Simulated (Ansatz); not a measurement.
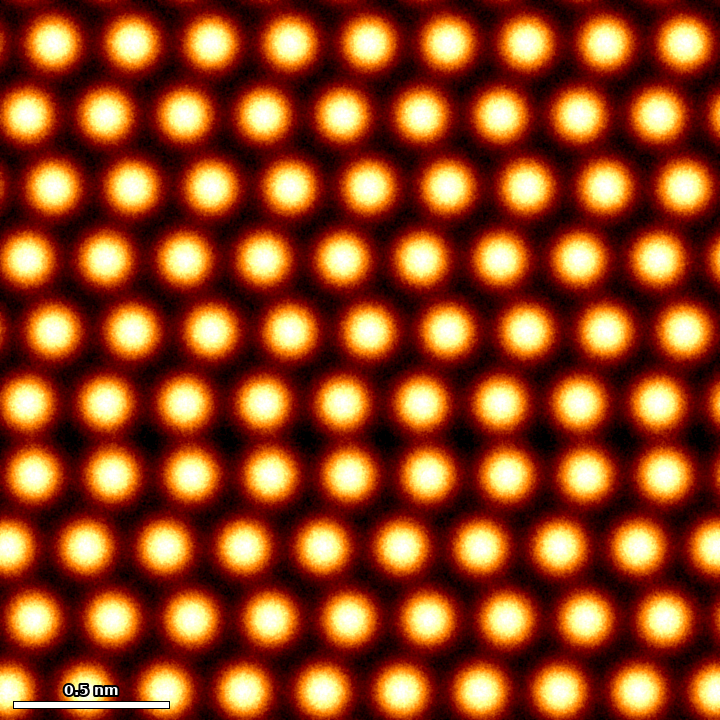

Z-contrast image of Ti (P6_3/mmc, No. 194) along [100]. The image is simulated as a sum over atoms of Z^1.7, blurred by a 1.30 Å probe (no channelling). The probe carries 15 % of its weight in a tail 2.5 times as wide. The display is stretched by a gamma of 0.8; percentages refer to the linear signal. Shot noise was added.

One planar defect was built into the perfect crystal by geometry alone, without relaxation. Host structure: the input geometry of an electronic-structure calculation (not necessarily at equilibrium).

**Where does the periodic pattern break, and how?**

A planar fault (a stacking fault) runs horizontally about 14 Å below the top edge. The part above it is shifted along the boundary by 1/4 of the 2.55 Å repeat of the rows (0.6 Å to the right, the same as 1.9 Å to the left); both parts keep the same orientation.
